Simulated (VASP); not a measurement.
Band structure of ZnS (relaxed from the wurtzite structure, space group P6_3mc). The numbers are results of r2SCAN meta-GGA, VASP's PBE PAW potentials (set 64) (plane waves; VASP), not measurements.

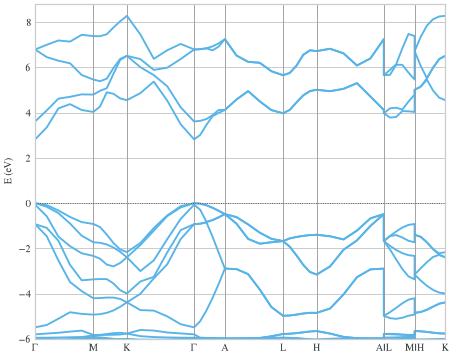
Figure: Bands along high-symmetry lines, zero at the valence-band maximum or, without a gap, the Fermi level

**Question.** Read the plot: is there a gap, and where are the band edges?

**Answer.** The gap is direct, 2.82 eV, from the valence maximum at Γ to the conduction minimum at Γ.

The structure was generated: ZnS was put into the wurtzite type (P6_3mc), which need not be its known phase. It was relaxed first, which changed the volume by +8 %.
